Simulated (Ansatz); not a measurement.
# H₂BrO (doublet): correlated methods under varied settings at distance Br1–H2 along a hydrogen transfer = 1.684 Å

What do other methods and options give for H₂BrO (doublet) at this geometry, and how long do they take?

The runs use Ansatz 0.2.0, Gaussian basis; the settings change from run to run.

9 further runs of the same task are left out: 2 for a mislabelled method, 2 for a known fault of the program, 3 that didn't finish, 2 set aside as unsound or not needed.

## (1) What is computed

The geometry derives from fragments relaxed apart (PBE0/def2-TZVP) and kept rigid, so it is no stationary point. A hydrogen atom is moved between rigid fragments. No spin-orbit coupling is included. The filled d shell of Br may be among the frozen orbitals whatever the setting's name suggests; the logs give the count.

4 atoms, charge 0, spin multiplicity 2.

Atoms are counted from 1 here; the program's logs count them from 0.

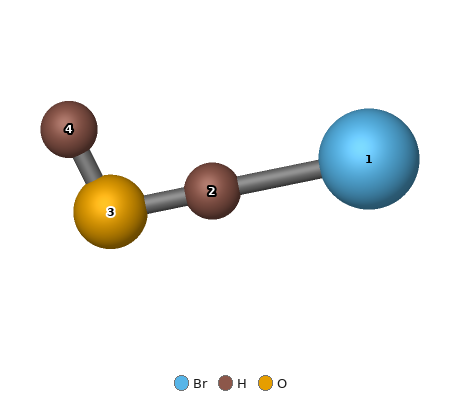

The structure; bromine blue, hydrogen brown, oxygen amber; atoms are numbered from 1 in the order of the file.

## (2) MRCISD+Q(9,5)/STO-3G

The input, in.yaml:

```yaml
crystal:
  periodic: [false, false, false]
  atoms:
    - {symbol: Br, position_ang: [-1.873465, 0.234988, 0.000000]}
    - {symbol: H, position_ang: [-0.189465, 0.234988, 0.000000]}
    - {symbol: O, position_ang: [0.905535, 0.234988, 0.000000]}
    - {symbol: H, position_ang: [1.157394, -0.704963, 0.000000]}
basis:
  gaussian: {orbitals: STO-3G}
magnetization: {spin_polarized: false, initial_magnetization: 1}
correlation: {method: fic_mrcisd_q, electrons: outside_noble_gas, active_space: {window: {electrons: 9, orbitals: 5}}}
```

Run with:

```bash
$ ansatz run in.yaml --threads 1 --pin off --events-out ev --progress --plain --max-ram 2393MiB
```

Standard output, cut to the lines that bear on the results:

```text
Functional definition: HF
  name "HF"
  cite "Fock, Z. Phys. 61, 126 (1930) doi:10.1007/BF01340294"
  parent pbe
[...]
270 factors; integrals over basis functions are off by at most 3.0e-5 eV
[...]
mean field -71282.00011027 eV, -2619.5651873774 hartree, gradient 1.7e-6 eV, S^2 0.750000; 12 other end points of the search recorded, 0 dependent functions left out
reference -71282.00011027 eV, -2619.5651873774 hartree; 23, 22 occupied and 2, 3 virtual orbitals, 270 factors
state -71282.00011027 eV, -2619.5651873774 hartree
contracted CI cycle   1: correlation 0.00000000 eV, 0.0000000000 hartree, residual 9.28e0 eV
contracted CI cycle   2: correlation -1.70096735 eV, -0.0625093973 hartree, residual 1.94e0 eV
contracted CI cycle   3: correlation -1.78414721 eV, -0.0655662005 hartree, residual 4.94e-1 eV
contracted CI cycle   4: correlation -1.78924367 eV, -0.0657534920 hartree, residual 1.24e-1 eV
contracted CI cycle   5: correlation -1.78959460 eV, -0.0657663884 hartree, residual 3.06e-2 eV
contracted CI cycle   6: correlation -1.78961409 eV, -0.0657671049 hartree, residual 7.92e-3 eV
contracted CI cycle   7: correlation -1.78961536 eV, -0.0657671514 hartree, residual 2.52e-3 eV
contracted CI cycle   8: correlation -1.78961550 eV, -0.0657671566 hartree, residual 7.92e-4 eV
state -71282.00011027 eV, -2619.5651873774 hartree; corrected -71283.86770428 eV, -2619.6338201913 hartree
state -71281.33986984 eV, -2619.5409239890 hartree
contracted CI cycle   1: correlation 0.00000000 eV, 0.0000000000 hartree, residual 8.00e0 eV
contracted CI cycle   2: correlation -1.20340829 eV, -0.0442244389 hartree, residual 1.33e0 eV
contracted CI cycle   3: correlation -1.24813615 eV, -0.0458681576 hartree, residual 2.69e-1 eV
contracted CI cycle   4: correlation -1.25026397 eV, -0.0459463536 hartree, residual 7.09e-2 eV
contracted CI cycle   5: correlation -1.25037887 eV, -0.0459505760 hartree, residual 2.38e-2 eV
contracted CI cycle   6: correlation -1.25039248 eV, -0.0459510760 hartree, residual 8.72e-3 eV
contracted CI cycle   7: correlation -1.25039433 eV, -0.0459511441 hartree, residual 3.41e-3 eV
contracted CI cycle   8: correlation -1.25039460 eV, -0.0459511539 hartree, residual 9.40e-4 eV
state -71281.33986984 eV, -2619.5409239890 hartree; corrected -71282.62555663 eV, -2619.5881721070 hartree
state -71282.00011027 eV, -2619.5651873774 hartree; corrected -71283.86770428 eV, -2619.6338201913 hartree
WARN: 4 active orbitals are nearly empty or full. The corrections depend on them more than the energy does, and are more stable in an active space without them
Total energy: -71283.86770428 eV, -2619.6338201913 hartree
```

Run time: 1.8 s. Hardware: 1 thread of AMD EPYC 7R43, shared host.

From the report: 3 determinants; active occupations 2.00, 2.00, 2.00, 2.00, 1.00. The report marks this result as in doubt.

## (3) CCSD(T) on UHF/cc-pVDZ

The input, in.yaml:

```yaml
crystal:
  periodic: [false, false, false]
  atoms:
    - {symbol: Br, position_ang: [-1.873465, 0.234988, 0.000000]}
    - {symbol: H, position_ang: [-0.189465, 0.234988, 0.000000]}
    - {symbol: O, position_ang: [0.905535, 0.234988, 0.000000]}
    - {symbol: H, position_ang: [1.157394, -0.704963, 0.000000]}
basis:
  gaussian: {orbitals: cc-pVDZ}
magnetization: {spin_polarized: true, initial_magnetization: 1}
correlation: {method: ccsd_t, electrons: outside_noble_gas}
scf: {lower_state_search: full}
```

Launched as before.

Standard output, cut to the lines that bear on the results:

```text
Functional definition: HF
  name "HF"
  cite "Fock, Z. Phys. 61, 126 (1930) doi:10.1007/BF01340294"
  parent pbe
[...]
533 factors; integrals over basis functions are off by at most 1.4e-3 eV
[...]
mean field -72065.17315866 eV, -2648.3462660519 hartree, gradient 5.8e-6 eV, S^2 0.789153; 18 other end points of the search recorded, 0 dependent functions left out
determinant -72065.17315866 eV, -2648.3462660519 hartree, with singles and doubles -72074.22724082 eV, -2648.6789974342 hartree
determinant -72064.86313492 eV, -2648.3348728898 hartree, with singles and doubles -72073.87010310 eV, -2648.6658728650 hartree
determinant -72064.82529215 eV, -2648.3334821933 hartree, with singles and doubles -72073.79275240 eV, -2648.6630302795 hartree
determinant -72064.51565365 eV, -2648.3221031886 hartree, with singles and doubles -72072.92252129 eV, -2648.6310498759 hartree
determinant -72065.17315866 eV, -2648.3462660519 hartree, with singles and doubles -72074.22760559 eV, -2648.6790108392 hartree
determinant -72064.86313492 eV, -2648.3348728898 hartree, with singles and doubles -72073.88295332 eV, -2648.6663451019 hartree
determinant -72064.82529215 eV, -2648.3334821933 hartree, with singles and doubles -72073.79275730 eV, -2648.6630304593 hartree
15 core orbitals not correlated: weight in the atoms' cores, before any rotation towards them, 1.000 or more for the frozen orbitals, at most 0.000 for the correlated occupied ones
reference -72065.17315866 eV, -2648.3462660519 hartree; 8, 7 occupied and 28, 29 virtual orbitals, 533 factors
second order -8.39261368 eV of doubles, -0.00000000 eV of singles
cycle   1  -9.05443958 eV  change    7.3e-6 eV  update   2.7e-6
perturbative correction -0.16474253 eV, -0.0060541763 hartree
Total energy: -72074.39234077 eV, -2648.6850647456 hartree
```

Wall time 16 s (1 thread of AMD EPYC 7R43, shared host).

From the report: ⟨S²⟩ of the determinant 0.789 (pure doublet: 0.75); correlation -9.2192 eV; T1 0.015; largest double amplitude 0.05.

## (4) CASCI(3,3)/STO-3G

The input, in.yaml:

```yaml
crystal:
  periodic: [false, false, false]
  atoms:
    - {symbol: Br, position_ang: [-1.873465, 0.234988, 0.000000]}
    - {symbol: H, position_ang: [-0.189465, 0.234988, 0.000000]}
    - {symbol: O, position_ang: [0.905535, 0.234988, 0.000000]}
    - {symbol: H, position_ang: [1.157394, -0.704963, 0.000000]}
basis:
  gaussian: {orbitals: STO-3G}
magnetization: {spin_polarized: false, initial_magnetization: 1}
correlation: {active_space: {window: {electrons: 3, orbitals: 3}, fixed_orbitals: true, states: [{multiplicity: 2, weights: [0.5, 0.5, 1]}]}}
accuracy: high
```

The command is unchanged.

Standard output, cut to the lines that bear on the results:

```text
Functional definition: HF
  name "HF"
  cite "Fock, Z. Phys. 61, 126 (1930) doi:10.1007/BF01340294"
  parent pbe
[...]
320 factors; integrals over basis functions are off by at most 2.3e-8 eV
[...]
mean field -71282.00016179 eV, -2619.5651892706 hartree, gradient 2.2e-8 eV, S^2 0.750000; 12 other end points of the search recorded, 0 dependent functions left out
reference -71282.00016179 eV, -2619.5651892706 hartree; 23, 22 occupied and 2, 3 virtual orbitals, 320 factors
state -71282.00129914 eV, -2619.5652310675 hartree
state -71281.38065840 eV, -2619.5424229410 hartree
state -71263.95604632 eV, -2618.9020802580 hartree
Total energy: -71272.82351254 eV, -2619.2279536311 hartree
```

It took 0.88 s on 1 thread of AMD EPYC 7R43, shared host.

From the report: 4 determinants; active occupations (of the averaged states) 1.74, 0.76, 0.50.

## (5) CCSD on UHF/cc-pVDZ

The input, in.yaml:

```yaml
crystal:
  periodic: [false, false, false]
  atoms:
    - {symbol: Br, position_ang: [-1.873465, 0.234988, 0.000000]}
    - {symbol: H, position_ang: [-0.189465, 0.234988, 0.000000]}
    - {symbol: O, position_ang: [0.905535, 0.234988, 0.000000]}
    - {symbol: H, position_ang: [1.157394, -0.704963, 0.000000]}
basis:
  gaussian: {orbitals: cc-pVDZ}
magnetization: {spin_polarized: true, initial_magnetization: 1}
correlation: {method: ccsd, electrons: outside_noble_gas}
output: {forces: true}
```

Launched as before.

Standard output, cut to the lines that bear on the results:

```text
Functional definition: HF
  name "HF"
  cite "Fock, Z. Phys. 61, 126 (1930) doi:10.1007/BF01340294"
  parent pbe
[...]
533 factors; integrals over basis functions are off by at most 1.4e-3 eV
[...]
mean field -72065.17315866 eV, -2648.3462660519 hartree, gradient 5.8e-6 eV, S^2 0.789153; 16 other end points of the search recorded, 0 dependent functions left out
determinant -72065.17315866 eV, -2648.3462660519 hartree, with singles and doubles -72074.22724082 eV, -2648.6789974342 hartree
determinant -72064.86313492 eV, -2648.3348728898 hartree, with singles and doubles -72073.87010310 eV, -2648.6658728650 hartree
determinant -72064.82529215 eV, -2648.3334821933 hartree, with singles and doubles -72073.79275240 eV, -2648.6630302795 hartree
determinant -72064.51565365 eV, -2648.3221031886 hartree, with singles and doubles -72072.92252129 eV, -2648.6310498759 hartree
[...]
15 core orbitals not correlated: weight in the atoms' cores, before any rotation towards them, 1.000 or more for the frozen orbitals, at most 0.000 for the correlated occupied ones
reference -72065.17315866 eV, -2648.3462660519 hartree; 8, 7 occupied and 28, 29 virtual orbitals, 533 factors
second order -8.39261368 eV of doubles, -0.00000000 eV of singles
cycle   1  -9.05443964 eV  change    7.3e-6 eV  update   2.7e-6
[...]
cycle   4  -9.05443718 eV  change   -8.1e-7 eV  update   2.5e-7
[...]
Total energy: -72074.22759584 eV, -2648.6790104812 hartree
Atom 0 at    -1.873465     0.234988     0.000000 Å, force    -1.485520    -0.122101     0.000000 eV/Å
Atom 1 at    -0.189465     0.234988     0.000000 Å, force     3.457612    -0.016260    -0.000000 eV/Å
Atom 2 at     0.905535     0.234988     0.000000 Å, force    -1.585255     0.112617     0.000000 eV/Å
Atom 3 at     1.157394    -0.704963     0.000000 Å, force    -0.386836     0.025744     0.000000 eV/Å
Dipole moment:    -0.049170    -0.315587     0.000000 e Å
```

Wall time 17 s (1 thread of AMD EPYC 7R43, shared host).

From the report: ⟨S²⟩ of the determinant 0.789 (pure doublet: 0.75); correlation -9.0544 eV; T1 0.015; largest double amplitude 0.05.

## (6) CCSDT(Q)/B on ROHF/STO-3G

Edit in.yaml of step 5 so:

```diff
@@ -8,5 +8,5 @@
 basis:
-  gaussian: {orbitals: cc-pVDZ}
-magnetization: {spin_polarized: true, initial_magnetization: 1}
-correlation: {method: ccsd, electrons: outside_noble_gas}
-output: {forces: true}
+  gaussian: {orbitals: STO-3G}
+magnetization: {spin_polarized: false, initial_magnetization: 1}
+hamiltonian: {pseudopotentials: {relativity: scalar}}
+correlation: {method: ccsdt_q_b, electrons: all, diis_vectors: 2}
```

Launched as before.

Standard output, cut to the lines that bear on the results:

```text
Functional definition: HF
  name "HF"
  cite "Fock, Z. Phys. 61, 126 (1930) doi:10.1007/BF01340294"
  parent pbe
[...]
305 factors; integrals over basis functions are off by at most 5.6e-8 eV
[...]
mean field -71947.41211650 eV, -2644.0186275740 hartree, gradient 1.9e-6 eV, S^2 0.750000; 16 other end points of the search recorded, 0 dependent functions left out
[...]
determinant -71947.41211650 eV, -2644.0186275740 hartree, with singles and doubles -71949.28512372 eV, -2644.0874593195 hartree
determinant -71946.94489409 eV, -2644.0014574670 hartree, with singles and doubles -71948.43549735 eV, -2644.0562361263 hartree
determinant -71946.93294040 eV, -2644.0010181770 hartree, with singles and doubles -71948.40386154 eV, -2644.0550735319 hartree
determinant -71946.82975628 eV, -2643.9972262306 hartree, with singles and doubles -71948.10615070 eV, -2644.0441328604 hartree
determinant -71945.55471710 eV, -2643.9503694048 hartree, with singles and doubles -71947.95231203 eV, -2644.0384793934 hartree
reference -71947.41211650 eV, -2644.0186275740 hartree; 23, 22 occupied and 2, 3 virtual orbitals, 305 factors
second order -1.25424179 eV of doubles, -0.09477043 eV of singles
cycle   1  -1.67133734 eV  change   -3.2e-1 eV  update   5.2e-2
[...]
cycle  22  -1.88339615 eV  change    1.7e-6 eV  update   1.9e-6
perturbative correction -0.00100609 eV, -0.0000369732 hartree
Total energy: -71949.29651875 eV, -2644.0878780792 hartree
Relativity: scalar
```

It took 19 s on 1 thread of AMD EPYC 7R43, shared host; peak memory 0.68 GiB.

From the report: correlation -1.8844 eV; T1 0.013; largest double amplitude 0.08.

## (7) CCSD on UHF/cc-pVDZ

The input, in.yaml:

```yaml
crystal:
  periodic: [false, false, false]
  atoms:
    - {symbol: Br, position_ang: [-1.873465, 0.234988, 0.000000]}
    - {symbol: H, position_ang: [-0.189465, 0.234988, 0.000000]}
    - {symbol: O, position_ang: [0.905535, 0.234988, 0.000000]}
    - {symbol: H, position_ang: [1.157394, -0.704963, 0.000000]}
basis:
  gaussian: {orbitals: cc-pVDZ}
magnetization: {spin_polarized: true, initial_magnetization: 1}
correlation: {method: ccsd, electrons: outside_noble_gas, diis_vectors: 12}
accuracy: high
```

The command is unchanged.

Standard output, cut to the lines that bear on the results:

```text
Functional definition: HF
  name "HF"
  cite "Fock, Z. Phys. 61, 126 (1930) doi:10.1007/BF01340294"
  parent pbe
[...]
961 factors; integrals over basis functions are off by at most 4.8e-9 eV
[...]
mean field -72065.17321836 eV, -2648.3462682459 hartree, gradient 2.1e-8 eV, S^2 0.789153; 16 other end points of the search recorded, 0 dependent functions left out
determinant -72065.17321836 eV, -2648.3462682459 hartree, with singles and doubles -72074.22730206 eV, -2648.6789996848 hartree
determinant -72064.86318708 eV, -2648.3348748064 hartree, with singles and doubles -72073.87015826 eV, -2648.6658748924 hartree
determinant -72064.82534431 eV, -2648.3334841104 hartree, with singles and doubles -72073.79280738 eV, -2648.6630322999 hartree
determinant -72064.51570180 eV, -2648.3221049581 hartree, with singles and doubles -72072.92257564 eV, -2648.6310518731 hartree
determinant -72065.17321836 eV, -2648.3462682459 hartree, with singles and doubles -72074.22766683 eV, -2648.6790130900 hartree
determinant -72064.86318708 eV, -2648.3348748064 hartree, with singles and doubles -72073.88300814 eV, -2648.6663471167 hartree
determinant -72064.82534431 eV, -2648.3334841104 hartree, with singles and doubles -72073.79281220 eV, -2648.6630324770 hartree
15 core orbitals not correlated: weight in the atoms' cores, before any rotation towards them, 1.000 or more for the frozen orbitals, at most 0.000 for the correlated occupied ones
reference -72065.17321836 eV, -2648.3462682459 hartree; 8, 7 occupied and 28, 29 virtual orbitals, 961 factors
second order -8.39263531 eV of doubles, -0.00000000 eV of singles
cycle   1  -9.05444110 eV  change    7.4e-6 eV  update   2.7e-6
[...]
cycle  18  -9.05443830 eV  change  -6.1e-10 eV  update  4.1e-10
Total energy: -72074.22765666 eV, -2648.6790127160 hartree
```

Run time: 20 s. Hardware: 1 thread of AMD EPYC 7R43, shared host.

From the report: ⟨S²⟩ of the determinant 0.789 (pure doublet: 0.75); correlation -9.0544 eV; T1 0.015; largest double amplitude 0.05.

## (8) CCSD(T) on ROHF/cc-pVDZ

Edit in.yaml of step 7 so:

```diff
@@ -9,4 +9,4 @@
   gaussian: {orbitals: cc-pVDZ}
-magnetization: {spin_polarized: true, initial_magnetization: 1}
-correlation: {method: ccsd, electrons: outside_noble_gas, diis_vectors: 12}
+magnetization: {spin_polarized: false, initial_magnetization: 1}
+correlation: {method: ccsd_t, electrons: outside_noble_gas}
 accuracy: high
```

Same command.

Standard output, cut to the lines that bear on the results:

```text
Functional definition: HF
  name "HF"
  cite "Fock, Z. Phys. 61, 126 (1930) doi:10.1007/BF01340294"
  parent pbe
[...]
961 factors; integrals over basis functions are off by at most 4.8e-9 eV
[...]
mean field -72064.91055889 eV, -2648.3366156885 hartree, gradient 4.3e-8 eV, S^2 0.750000; 14 other end points of the search recorded, 0 dependent functions left out
[...]
determinant -72064.91055889 eV, -2648.3366156885 hartree, with singles and doubles -72074.21855180 eV, -2648.6786781185 hartree
determinant -72064.76494692 eV, -2648.3312645470 hartree, with singles and doubles -72073.86705235 eV, -2648.6657607521 hartree
determinant -72064.72718053 eV, -2648.3298766580 hartree, with singles and doubles -72073.78870340 eV, -2648.6628814812 hartree
determinant -72064.39443181 eV, -2648.3176483680 hartree, with singles and doubles -72072.91298202 eV, -2648.6306993142 hartree
determinant -72064.91055889 eV, -2648.3366156885 hartree, with singles and doubles -72074.21896074 eV, -2648.6786931471 hartree
determinant -72064.76494692 eV, -2648.3312645470 hartree, with singles and doubles -72073.87963144 eV, -2648.6662230251 hartree
determinant -72064.72718053 eV, -2648.3298766580 hartree, with singles and doubles -72073.78854845 eV, -2648.6628757869 hartree
15 core orbitals not correlated: weight in the atoms' cores, before any rotation towards them, 1.000 or more for the frozen orbitals, at most 0.000 for the correlated occupied ones
reference -72064.91055889 eV, -2648.3366156885 hartree; 8, 7 occupied and 28, 29 virtual orbitals, 961 factors
second order -8.62680896 eV of doubles, -0.11132222 eV of singles
cycle   1  -9.30839836 eV  change    3.5e-6 eV  update   2.0e-6
[...]
cycle  18  -9.30839648 eV  change  -3.6e-10 eV  update   1.1e-9
perturbative correction -0.17208850 eV, -0.0063241357 hartree
Total energy: -72074.39104387 eV, -2648.6850170854 hartree
```

Run time: 19 s. Hardware: 1 thread of AMD EPYC 7R43, shared host.

From the report: correlation -9.4805 eV; T1 0.024; largest double amplitude 0.05.

## (9) All runs side by side

Where basis and cores are those of an earlier UCCSDT(Q)/cc-pVDZ run (-72074.4283 eV), and the state is the same kind, the miss against it is given. † marks a result that the program doubts.

```tsv
level	correlated	functions	energy (eV)	from UCCSDT(Q) (meV)	time
MRCISD+Q(9,5)/STO-3G †	outside noble gas	25	-71283.8677		1.8 s
CCSD(T) on UHF/cc-pVDZ	outside noble gas	51	-72074.3923	35.9	16 s
CASCI(3,3)/STO-3G (mean of several states)		25	-71272.8235		0.88 s
CCSD on UHF/cc-pVDZ	outside noble gas	51	-72074.2276	200.7	17 s
CCSDT(Q)/B on ROHF/STO-3G (relativity set)	all	25	-71949.2965		19 s
CCSD on UHF/cc-pVDZ	outside noble gas	51	-72074.2277	200.6	20 s
CCSD(T) on ROHF/cc-pVDZ	outside noble gas	51	-72074.3910	37.2	19 s
```

## (10) What came out

| quantity | value |
| --- | --- |
| runs | 7 |
| quickest | CASCI(3,3)/STO-3G (mean of several states), 0.88 s |
| slowest | CCSD on UHF/cc-pVDZ, 20 s |

What this shows: Total energies in different bases, with other cores or another treatment of relativity can't be set against each other. CCSD on UHF/cc-pVDZ took 23 times as long as CASCI(3,3)/STO-3G (mean of several states); the jobs differ in more than the method. Among the correlated runs with a miss given, it spans +36 to +201 meV.
